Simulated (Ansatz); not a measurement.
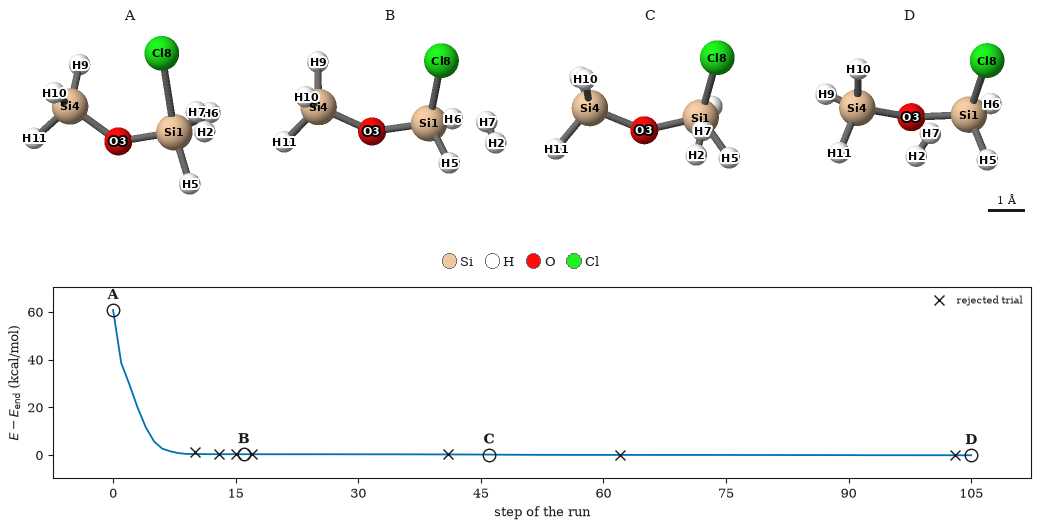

Frames of a relaxation of Si2H7OCl (started from a transition state, displaced along its imaginary mode), marked on the history of the run. A ball-and-stick model, seen at a tilt.

Theory: Ansatz, RKS PBE0-D4/def2-TZVP.

Input
```yaml
crystal:
  periodic: [false, false, false]
  atoms:
    - {symbol: Si, position_ang: [-0.748049, 0.873513, -0.314393]}
    - {symbol: H, position_ang: [0.394217, 2.168310, -1.211348]}
    - {symbol: O, position_ang: [-0.511457, -0.702713, -0.412439]}
    - {symbol: Si, position_ang: [0.337757, -1.819974, 0.484460]}
    - {symbol: H, position_ang: [-1.355324, 1.099959, -1.699271]}
    - {symbol: H, position_ang: [-1.549793, 1.651851, 0.615476]}
    - {symbol: H, position_ang: [0.687687, 2.035517, -0.704214]}
    - {symbol: Cl, position_ang: [1.129284, 1.185980, 1.134683]}
    - {symbol: H, position_ang: [0.121974, -1.603696, 1.927378]}
    - {symbol: H, position_ang: [1.765991, -1.787383, 0.120310]}
    - {symbol: H, position_ang: [-0.272388, -3.101264, 0.059257]}
basis:
  gaussian: {orbitals: def2-TZVP}
hamiltonian: {xc: pbe0, dispersion: d4}
relax: {f_tol: 0.005, max_steps: 200}
```

Launched with:
```bash
ansatz run in.yaml --threads 4 --pin off --events-out ev --progress --plain --max-ram 9574MiB
```

> What happens along the run?

The energy falls by 60.9 kcal/mol in 98 accepted moves (105 points after the start). The largest force component goes from 8.4 to 0.0046 eV/Å. The line search rejected the trial steps at points 10, 13, 15, 17, 41, 62, 103 of the run. The forces were under the threshold at step 14, but the run went on from there. H2 moves most after the best rigid fit: 2.17 Å. Largest moves by element: H 2.17 Å, Cl 1.29 Å, O 0.96 Å, Si 0.89 Å. Among the contacts that change: Si1–H2 1.946 → 3.661 Å, Si1–H7 1.888 → 3.415 Å, Si4–Cl8 3.176 → 3.956 Å, Si1–Cl8 2.392 → 2.054 Å. Bond angles that change, for instance: H5–Si1–Cl8 147.2° → 107.3°, O3–Si1–H6 130.5° → 109.1°, H6–Si1–Cl8 88.6° → 107.6°. Groups turn about O3–Si4 by about 105°. From step 0 to 16: H2 moves most (1.80 Å), energy −60.4 kcal/mol. From step 16 to 46: H2 moves most (1.46 Å), energy −0.14 kcal/mol. From step 46 to 105: H atoms move most (1.14 Å), energy −0.28 kcal/mol.
